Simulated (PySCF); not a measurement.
FH2Si, charge −1, SMILES `F[SiH2-]`.

Method: B3LYP/def2-SVPD; geometry: GFN2-xTB; program: PySCF. No frequency check shows the geometry to be a minimum.

Cartesian coordinates (Å):

```
F1      -1.1171   -0.0000   -0.0269
Si2      0.5968   -0.0000    0.1347
H3       0.8491    1.1655   -0.8216
H4       0.8495   -1.1648   -0.8222
```

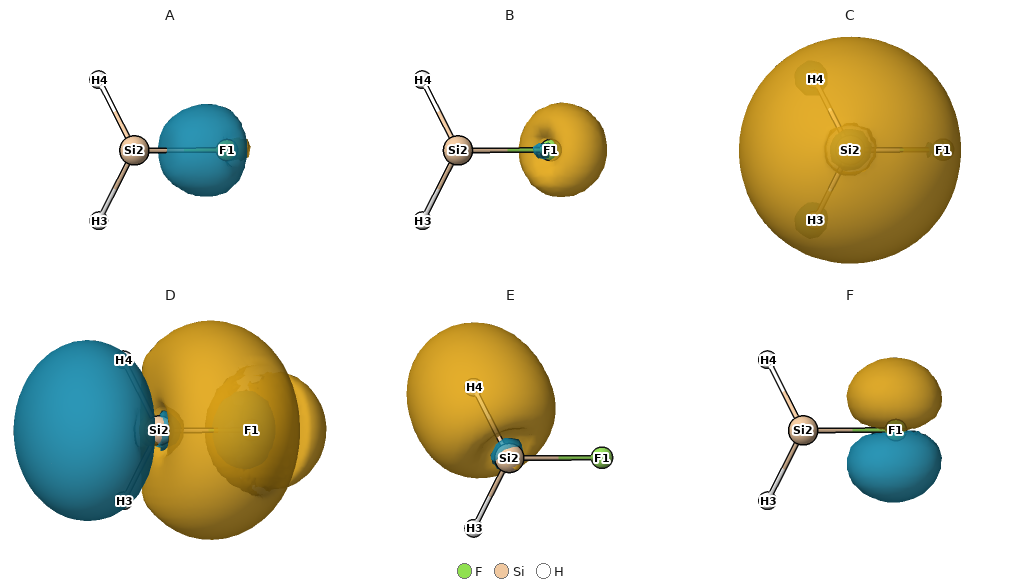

Intrinsic bond orbitals (IBO), occupied and valence-virtual; each surface holds about 85 % of the orbital's density. Energies are diagonal elements of the Fock matrix.

Identify each orbital.

Answer. By panel:
- A: pair mostly on F1, shared in part with Si2 (F1 84 %, Si2 15 %; −16.6 eV)
- B: lone pair on F1 (sp0.9-type) (F1 100 %; −13.9 eV)
- C: lone pair on Si2 (sp0.9-type) (Si2 100 %; −1.0 eV)
- D: σ* orbital Si2–F1, mostly on Si2 (Si2 85 %, F1 14 %; 7.7 eV)
- E: σ bond H4–Si2 (H4 60 %, Si2 40 %; −4.3 eV)
- F: lone pair on F1 (p-type) (F1 98 %; −5.0 eV)
